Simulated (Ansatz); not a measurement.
# Al: biaxial against axial strain, part 2 of 2

Aim: for Al, strain the cell in the xy plane and along z independently.

Ansatz 0.2.0; DFT PBEsol, scalar-relativistic, plane waves, PAW. Earlier steps stand in the parts before.

## (19) p = 0.025, q = -0.050

Input file input.yaml:

```yaml
crystal:
  lattice:
    - [0.0, 2.0745795, 1.922781]
    - [2.0745795, 0.0, 1.922781]
    - [2.0745795, 2.0745795, 0.0]
  atoms:
    - { symbol: Al, position: [0.0, 0.0, 0.0] }
basis:
  ecutwfc: 420
kpoints:
  mp_grid: { grid: [20, 20, 20] }
hamiltonian:
  xc: pbesol
scf:
  occupations: { method: gaussian, width: 0.15 }
output:
  forces: true
  stress: true
  eigenvalues: true
```

On the command line:

```sh
$ ansatz run input.yaml --threads 1 --pin off --max-ram 2560MiB --backend cpu --events-out ev --progress --plain --runs-dir out
```

The program printed, cut to the lines that bear on the results:

```text
[...]
SCF converged after 6 iterations
Free energy (F): -524.539547 eV
[...]
E sigma→0 (E₀):  -524.537265 eV
Entropy (-TS):   -0.004564 eV (-4.564 meV/atom)
Fermi energy:    7.848355 eV
[...]
--- Forces (eV/Å), atoms counted from 1 ---
  atom   1  Al     0.00000000     0.00000000    -0.00000000
[...]
--- Stress (GPa, compression-positive) ---
       -2.561898       0.000000       0.000000
        0.000000      -2.561898       0.000000
        0.000000       0.000000       0.835283
  P = ⅓ Tr σ = -1.4295 GPa (-14.295 kbar)
--- Band table (eV; the first three rows and the last of 641) ---
  k-point 0: bands = ["-3.2482", "20.1594", "20.1594", "20.9480", "21.7653", "22.0087"]
[...]
```

It took 3.3 s on 1 thread of Arm Neoverse V2, shared host; peak memory 0.34 GiB.

## (20) p = 0.025, q = 0.000

input.yaml, as its differences from that of step 19:

```diff
@@ -2,4 +2,4 @@
   lattice:
-    - [0.0, 2.0745795, 1.922781]
-    - [2.0745795, 0.0, 1.922781]
+    - [0.0, 2.0745795, 2.02398]
+    - [2.0745795, 0.0, 2.02398]
     - [2.0745795, 2.0745795, 0.0]
```

On the command line:

```sh
$ ansatz run input.yaml --threads 1 --pin off --max-ram 2560MiB --backend cpu --events-out ev --progress --plain --runs-dir out
```

The program printed, cut to the lines that bear on the results:

```text
Warning: RAYON_NUM_THREADS=1 ignored (pool sized by the plan → 1); use --threads N
[...]
[... 3 set-up lines as earlier in the session ...]
[...]
Crystal: 1 atoms, lattice volume = 17.422 Å³
Basis set: ecut = 420 eV, 331 PW (Γ), exchange–correlation on 40×40×40 points (8 copies of the dense FFT grid, shifted against one another)
Bands: 6, of which v1, the nominal top of the filled ones, is band 2 counted from 1 (1 counted from 0)
[... 2 set-up lines as earlier in the session ...]
k-points: 641 of 8000
[...]
SCF iter   1: F=—  HF=-524.528823 eV  |F-HF|=—  |Δ(HF+E_count)|=         —  Δρ=5.93e-4  dr2=2.61e-5  ethr=1.77e-3  ⟨swp⟩=4.7  Hψ=32427  notcnv=0
[...]
SCF iter   6: F=-524.528847 eV  HF=-524.528847 eV  |F-HF|=4.55e-13  |Δ(HF+E_count)|=  5.68e-12  Δρ=3.77e-8  dr2=3.02e-13  ethr=1.00e-12  ⟨swp⟩=2.0  Hψ=13058  notcnv=0
[...]
SCF converged after 6 iterations
Free energy (F): -524.528847 eV
[...]
E sigma→0 (E₀):  -524.526609 eV
Entropy (-TS):   -0.004476 eV (-4.476 meV/atom)
Fermi energy:    7.357209 eV
[...]
--- Forces (eV/Å), atoms counted from 1 ---
  atom   1  Al     0.00000000     0.00000000    -0.00000000
[...]
--- Stress (GPa, compression-positive) ---
       -5.183238      -0.000000       0.000000
       -0.000000      -5.183238       0.000000
        0.000000       0.000000      -4.844636
  P = ⅓ Tr σ = -5.0704 GPa (-50.704 kbar)
--- Band table (eV; the first three rows and the last of 641) ---
  k-point 0: bands = ["-3.4214", "19.4769", "19.4769", "19.7313", "20.6665", "20.7388"]
[...]
```

Run time: 3.4 s. Hardware: 1 thread of Arm Neoverse V2, shared host; peak memory 0.34 GiB.

## (21) At p = 0.025, q = 0.050

input.yaml, as its differences from that of step 20:

```diff
@@ -2,4 +2,4 @@
   lattice:
-    - [0.0, 2.0745795, 2.02398]
-    - [2.0745795, 0.0, 2.02398]
+    - [0.0, 2.0745795, 2.125179]
+    - [2.0745795, 0.0, 2.125179]
     - [2.0745795, 2.0745795, 0.0]
```

On the command line:

```sh
$ ansatz run input.yaml --threads 1 --pin off --max-ram 2560MiB --backend cpu --events-out ev --progress --plain --runs-dir out
```

The program printed, cut to the lines that bear on the results:

```text
[...]
SCF converged after 6 iterations
Free energy (F): -524.493404 eV
[...]
E sigma→0 (E₀):  -524.490730 eV
Entropy (-TS):   -0.005347 eV (-5.347 meV/atom)
Fermi energy:    6.881040 eV
[...]
--- Forces (eV/Å), atoms counted from 1 ---
  atom   1  Al    -0.00000000     0.00000000     0.00000000
[...]
--- Stress (GPa, compression-positive) ---
       -7.174314       0.000000       0.000000
        0.000000      -7.174314       0.000000
        0.000000       0.000000      -8.320408
  P = ⅓ Tr σ = -7.5563 GPa (-75.563 kbar)
--- Band table (eV; the first three rows and the last of 641) ---
  k-point 0: bands = ["-3.5761", "18.6662", "18.9139", "18.9139", "19.6184", "19.6184"]
[...]
```

It took 3.7 s on 1 thread of Arm Neoverse V2, shared host; peak memory 0.35 GiB.

## (22) p = 0.050, q = -0.025

input.yaml, as its differences from that of step 21:

```diff
@@ -2,5 +2,5 @@
   lattice:
-    - [0.0, 2.0745795, 2.125179]
-    - [2.0745795, 0.0, 2.125179]
-    - [2.0745795, 2.0745795, 0.0]
+    - [0.0, 2.125179, 1.9733805]
+    - [2.125179, 0.0, 1.9733805]
+    - [2.125179, 2.125179, 0.0]
   atoms:
```

On the command line:

```sh
$ ansatz run input.yaml --threads 1 --pin off --max-ram 2560MiB --backend cpu --events-out ev --progress --plain --runs-dir out
```

The program printed, cut to the lines that bear on the results:

```text
[...]
SCF converged after 6 iterations
Free energy (F): -524.508422 eV
[...]
E sigma→0 (E₀):  -524.505884 eV
Entropy (-TS):   -0.005077 eV (-5.077 meV/atom)
Fermi energy:    7.100179 eV
[...]
--- Forces (eV/Å), atoms counted from 1 ---
  atom   1  Al     0.00000000     0.00000000    -0.00000000
[...]
--- Stress (GPa, compression-positive) ---
       -6.874726       0.000000       0.000000
        0.000000      -6.874726       0.000000
        0.000000       0.000000      -4.664300
  P = ⅓ Tr σ = -6.1379 GPa (-61.379 kbar)
--- Band table (eV; the first three rows and the last of 641) ---
  k-point 0: bands = ["-3.4947", "19.0302", "19.0302", "19.7672", "20.0879", "20.3064"]
[...]
```

It took 3.4 s on 1 thread of Arm Neoverse V2, shared host; peak memory 0.35 GiB.

## (23) p = 0.050, q = 0.025

input.yaml, as its differences from that of step 22:

```diff
@@ -2,4 +2,4 @@
   lattice:
-    - [0.0, 2.125179, 1.9733805]
-    - [2.125179, 0.0, 1.9733805]
+    - [0.0, 2.125179, 2.0745795]
+    - [2.125179, 0.0, 2.0745795]
     - [2.125179, 2.125179, 0.0]
@@ -19 +19,5 @@
   eigenvalues: true
+  write_density: true
+  write_potential: true
+  elf: true
+  volumetric_format: npy
```

On the command line:

```sh
$ ansatz run input.yaml --threads 1 --pin off --max-ram 2560MiB --backend cpu --events-out ev --progress --plain --runs-dir out
```

The program printed, cut to the lines that bear on the results:

```text
Warning: RAYON_NUM_THREADS=1 ignored (pool sized by the plan → 1); use --threads N
[...]
[... 3 set-up lines as earlier in the session ...]
[...]
Crystal: 1 atoms, lattice volume = 18.739 Å³
Basis set: ecut = 420 eV, 339 PW (Γ), exchange–correlation on 40×40×48 points (8 copies of the dense FFT grid, shifted against one another)
Bands: 6, of which v1, the nominal top of the filled ones, is band 2 counted from 1 (1 counted from 0)
[... 1 set-up line as earlier in the session ...]
Space group: I4/mmm (ITA 139), of the structure as read, at distance tolerance 2.7e-5 Å
k-points: 641 of 8000
[...]
SCF iter   1: F=—  HF=-524.471792 eV  |F-HF|=—  |Δ(HF+E_count)|=         —  Δρ=5.51e-4  dr2=3.74e-5  ethr=1.77e-3  ⟨swp⟩=4.7  Hψ=32563  notcnv=0
[...]
SCF iter   6: F=-524.471799 eV  HF=-524.471799 eV  |F-HF|=1.14e-13  |Δ(HF+E_count)|=  2.39e-11  Δρ=2.91e-8  dr2=1.45e-13  ethr=2.22e-12  ⟨swp⟩=4.1  Hψ=14962  notcnv=0
[...]
SCF converged after 6 iterations
Free energy (F): -524.471799 eV
[...]
E sigma→0 (E₀):  -524.469583 eV
Entropy (-TS):   -0.004432 eV (-4.432 meV/atom)
Fermi energy:    6.647502 eV
[...]
--- Forces (eV/Å), atoms counted from 1 ---
  atom   1  Al     0.00000000     0.00000000    -0.00000000
[...]
--- Stress (GPa, compression-positive) ---
       -8.645273       0.000000       0.000000
        0.000000      -8.645273       0.000000
        0.000000       0.000000      -8.328274
  P = ⅓ Tr σ = -8.5396 GPa (-85.396 kbar)
--- Band table (eV; the first three rows and the last of 641) ---
  k-point 0: bands = ["-3.6491", "18.4006", "18.4006", "18.6387", "19.0800", "19.1431"]
[...]
```

Wall time 5.2 s (1 thread of Arm Neoverse V2, shared host); peak memory 0.35 GiB.

The maps below are laid out on this run's own conventional cell (a, b, c = 3.005, 3.005, 4.149 Å).

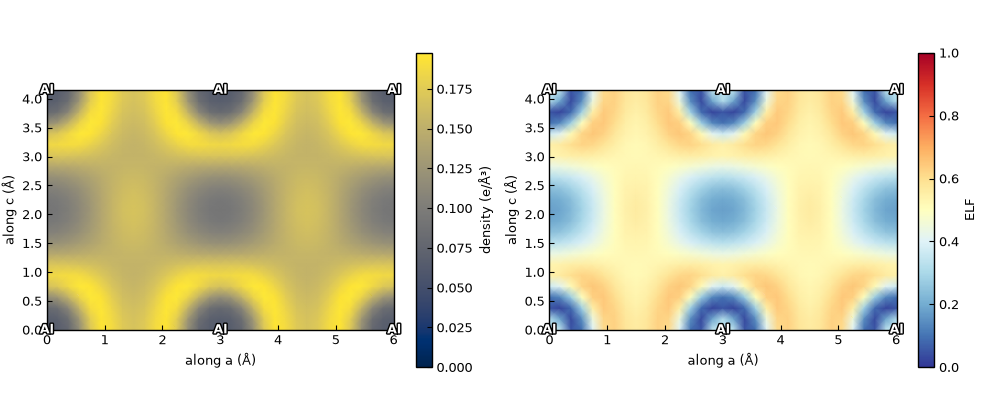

Density (left) and ELF (right) in a lattice plane of the grid's cell (edges 3.01 and 4.15 Å, at 0.000 of the third edge), which holds Al. Only atoms in the plane are labelled. Both are smooth fields of the valence electrons: close to the nuclei they are not physical.

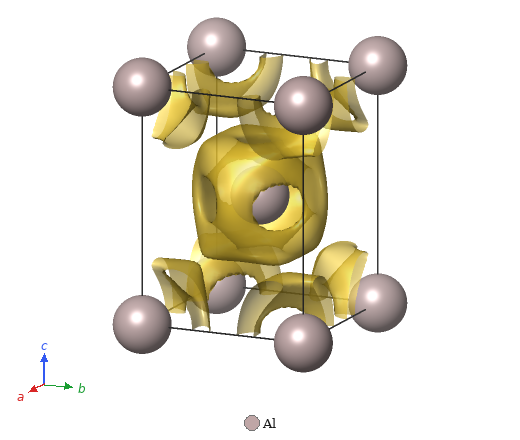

Surface of ELF = 0.60, drawn in one cell.

Outside the cores ELF peaks at 0.66 on the Al–Al line, 1.1 Å from Al.

## (24) Point p = -0.025, q = -0.025

Input file input.yaml:

```yaml
crystal:
  lattice:
    - [0.0, 1.9733805, 1.9733805]
    - [1.9733805, 0.0, 1.9733805]
    - [1.9733805, 1.9733805, 0.0]
  atoms:
    - { symbol: Al, position: [0.0, 0.0, 0.0] }
basis:
  ecutwfc: 420
kpoints:
  mp_grid: { grid: [20, 20, 20] }
hamiltonian:
  xc: pbesol
scf:
  occupations: { method: gaussian, width: 0.15 }
output:
  forces: true
  stress: true
  eigenvalues: true
```

On the command line:

```sh
$ ansatz run input.yaml --threads 1 --pin off --max-ram 2560MiB --backend cpu --events-out ev --progress --plain --runs-dir out
```

The program printed, cut to the lines that bear on the results:

```text
Warning: RAYON_NUM_THREADS=1 ignored (pool sized by the plan → 1); use --threads N
[...]
[... 3 set-up lines as earlier in the session ...]
[...]
Crystal: 1 atoms, lattice volume = 15.370 Å³
Basis set: ecut = 420 eV, 307 PW (Γ), exchange–correlation on 40×40×40 points (8 copies of the dense FFT grid, shifted against one another)
Bands: 6, of which v1, the nominal top of the filled ones, is band 2 counted from 1 (1 counted from 0)
[... 1 set-up line as earlier in the session ...]
Space group: Fm-3m (ITA 225), of the structure as read, at distance tolerance 2.5e-5 Å
k-points: 256 of 8000
[...]
SCF iter   1: F=—  HF=-524.539000 eV  |F-HF|=—  |Δ(HF+E_count)|=         —  Δρ=8.91e-4  dr2=6.57e-5  ethr=1.77e-3  ⟨swp⟩=4.8  Hψ=13044  notcnv=0
[...]
SCF iter   6: F=-524.539011 eV  HF=-524.539011 eV  |F-HF|=7.96e-13  |Δ(HF+E_count)|=  7.73e-12  Δρ=1.10e-7  dr2=1.94e-12  ethr=1.00e-12  ⟨swp⟩=2.1  Hψ=5204  notcnv=0
[...]
SCF converged after 6 iterations
Free energy (F): -524.539011 eV
[...]
E sigma→0 (E₀):  -524.536783 eV
Entropy (-TS):   -0.004456 eV (-4.456 meV/atom)
Fermi energy:    8.681742 eV
[...]
--- Forces (eV/Å), atoms counted from 1 ---
  atom   1  Al     0.00000000     0.00000000    -0.00000000
[...]
--- Stress (GPa, compression-positive) ---
        4.662626      -0.000000       0.000000
       -0.000000       4.662626      -0.000000
       -0.000000       0.000000       4.662626
  P = ⅓ Tr σ = 4.6626 GPa (46.626 kbar)
--- Band table (eV; the first three rows and the last of 256) ---
  k-point 0: bands = ["-2.9792", "21.5450", "21.5450", "21.5450", "23.6683", "23.6683"]
[...]
```

Wall time 1.3 s (1 thread of Arm Neoverse V2, shared host); peak memory 0.27 GiB.

## (25) p = -0.025, q = 0.025

input.yaml, as its differences from that of step 24:

```diff
@@ -2,4 +2,4 @@
   lattice:
-    - [0.0, 1.9733805, 1.9733805]
-    - [1.9733805, 0.0, 1.9733805]
+    - [0.0, 1.9733805, 2.0745795]
+    - [1.9733805, 0.0, 2.0745795]
     - [1.9733805, 1.9733805, 0.0]
```

On the command line:

```sh
$ ansatz run input.yaml --threads 1 --pin off --max-ram 2560MiB --backend cpu --events-out ev --progress --plain --runs-dir out
```

The program printed, cut to the lines that bear on the results:

```text
[...]
SCF converged after 6 iterations
Free energy (F): -524.545758 eV
[...]
E sigma→0 (E₀):  -524.543480 eV
Entropy (-TS):   -0.004556 eV (-4.556 meV/atom)
Fermi energy:    8.115860 eV
[...]
--- Forces (eV/Å), atoms counted from 1 ---
  atom   1  Al    -0.00000000     0.00000000    -0.00000000
[...]
--- Stress (GPa, compression-positive) ---
        1.215759      -0.000000       0.000000
       -0.000000       1.215759       0.000000
        0.000000       0.000000      -1.732758
  P = ⅓ Tr σ = 0.2329 GPa (2.329 kbar)
--- Band table (eV; the first three rows and the last of 641) ---
  k-point 0: bands = ["-3.1636", "20.3887", "20.9484", "20.9484", "22.4222", "22.4222"]
[...]
```

Run time: 3.2 s. Hardware: 1 thread of Arm Neoverse V2, shared host; peak memory 0.34 GiB.

## (26) At p = 0.025, q = -0.025

input.yaml, as its differences from that of step 25:

```diff
@@ -2,5 +2,5 @@
   lattice:
-    - [0.0, 1.9733805, 2.0745795]
-    - [1.9733805, 0.0, 2.0745795]
-    - [1.9733805, 1.9733805, 0.0]
+    - [0.0, 2.0745795, 1.9733805]
+    - [2.0745795, 0.0, 1.9733805]
+    - [2.0745795, 2.0745795, 0.0]
   atoms:
```

On the command line:

```sh
$ ansatz run input.yaml --threads 1 --pin off --max-ram 2560MiB --backend cpu --events-out ev --progress --plain --runs-dir out
```

The program printed, cut to the lines that bear on the results:

```text
Warning: RAYON_NUM_THREADS=1 ignored (pool sized by the plan → 1); use --threads N
[...]
[... 3 set-up lines as earlier in the session ...]
[...]
Crystal: 1 atoms, lattice volume = 16.986 Å³
Basis set: ecut = 420 eV, 331 PW (Γ), exchange–correlation on 40×40×40 points (8 copies of the dense FFT grid, shifted against one another)
Bands: 6, of which v1, the nominal top of the filled ones, is band 2 counted from 1 (1 counted from 0)
[... 2 set-up lines as earlier in the session ...]
k-points: 641 of 8000
[...]
SCF iter   1: F=—  HF=-524.538194 eV  |F-HF|=—  |Δ(HF+E_count)|=         —  Δρ=5.70e-4  dr2=1.74e-5  ethr=1.77e-3  ⟨swp⟩=4.7  Hψ=32187  notcnv=0
[...]
SCF iter   6: F=-524.538226 eV  HF=-524.538226 eV  |F-HF|=4.55e-13  |Δ(HF+E_count)|=  1.61e-11  Δρ=6.39e-8  dr2=8.16e-13  ethr=1.01e-12  ⟨swp⟩=2.0  Hψ=13059  notcnv=0
[...]
SCF converged after 6 iterations
Free energy (F): -524.538226 eV
[...]
E sigma→0 (E₀):  -524.536200 eV
Entropy (-TS):   -0.004053 eV (-4.053 meV/atom)
Fermi energy:    7.593336 eV
[...]
--- Forces (eV/Å), atoms counted from 1 ---
  atom   1  Al     0.00000000     0.00000000    -0.00000000
[...]
--- Stress (GPa, compression-positive) ---
       -4.208012      -0.000000       0.000000
       -0.000000      -4.208012       0.000000
        0.000000       0.000000      -1.944095
  P = ⅓ Tr σ = -3.4534 GPa (-34.534 kbar)
--- Band table (eV; the first three rows and the last of 641) ---
  k-point 0: bands = ["-3.3373", "19.8015", "19.8015", "20.3192", "21.1980", "21.3535"]
[...]
```

Wall time 3.3 s (1 thread of Arm Neoverse V2, shared host); peak memory 0.34 GiB.

## (27) At p = 0.025, q = 0.025

input.yaml, as its differences from that of step 26:

```diff
@@ -2,4 +2,4 @@
   lattice:
-    - [0.0, 2.0745795, 1.9733805]
-    - [2.0745795, 0.0, 1.9733805]
+    - [0.0, 2.0745795, 2.0745795]
+    - [2.0745795, 0.0, 2.0745795]
     - [2.0745795, 2.0745795, 0.0]
```

On the command line:

```sh
$ ansatz run input.yaml --threads 1 --pin off --max-ram 2560MiB --backend cpu --events-out ev --progress --plain --runs-dir out
```

The program printed, cut to the lines that bear on the results:

```text
[...]
SCF converged after 6 iterations
Free energy (F): -524.513306 eV
[...]
E sigma→0 (E₀):  -524.510792 eV
Entropy (-TS):   -0.005027 eV (-5.027 meV/atom)
Fermi energy:    7.113070 eV
[...]
--- Forces (eV/Å), atoms counted from 1 ---
  atom   1  Al    -0.00000000    -0.00000000     0.00000000
[...]
--- Stress (GPa, compression-positive) ---
       -6.391064      -0.000000      -0.000000
        0.000000      -6.391064      -0.000000
        0.000000       0.000000      -6.391064
  P = ⅓ Tr σ = -6.3911 GPa (-63.911 kbar)
--- Band table (eV; the first three rows and the last of 256) ---
  k-point 0: bands = ["-3.5010", "19.1817", "19.1817", "19.1817", "20.1614", "20.1614"]
[...]
```

Wall time 1.6 s (1 thread of Arm Neoverse V2, shared host); peak memory 0.28 GiB.

## (28) Results of the scan

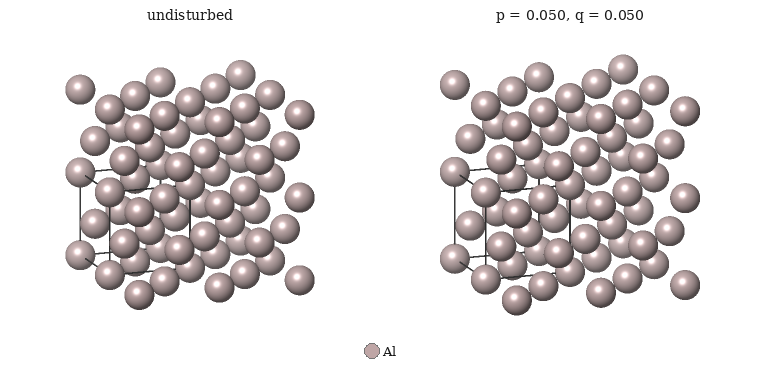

The undisturbed cell and the costliest point of the scan, at one scale, with neighbouring cells.

Energy above the undisturbed cell in meV/atom; points alike by symmetry are filled in, and a dash was not computed:

```csv
p \ q,-0.050,-0.025,0.000,0.025,0.050
-0.050,74.0,46.8,30.3,23.6,24.7
-0.025,24.6,8.6,1.1,1.9,9.5
0.000,4.5,-2.1,0.0,7.9,21.9
0.025,8.1,9.4,18.8,34.4,54.3
0.050,28.9,39.2,54.8,75.9,101.2
```

Pressure in GPa:

```csv
p \ q,-0.050,-0.025,0.000,0.025,0.050
-0.050,14.1,10.7,7.9,5.4,3.4
-0.025,7.6,4.7,2.3,0.2,-1.4
0.000,2.5,0.1,-1.9,-3.6,-5.0
0.025,-1.4,-3.5,-5.1,-6.4,-7.6
0.050,-4.4,-6.1,-7.5,-8.5,-9.4
```

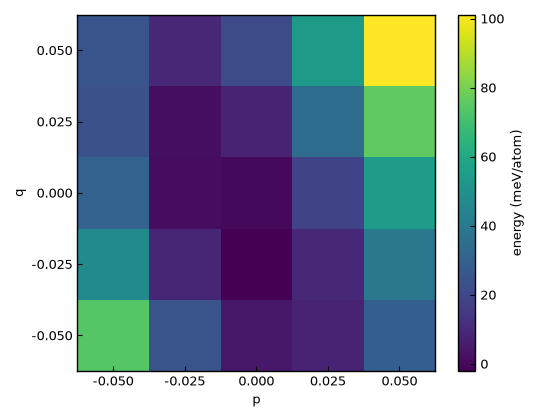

The energy map; blank cells were not computed.

## (29) What came out

This closing draws on all 2 parts.

| quantity | value |
| --- | --- |
| highest point | 101.2 meV/atom at (p, q) = (0.050, 0.050) |
| lowest point away from the origin | -2.1 meV/atom at (0.000, -0.025) |

What this shows: Of the points run, the lowest is (0.000, -0.025), 2.1 meV/atom below the undisturbed cell, which was taken as given and not relaxed at this level. At |p| = |q| = 0.050, points where p and q have the same sign cost 87.6 meV/atom on average, those of opposite sign 26.8: stretching in the plane is cheaper with a contraction along z.
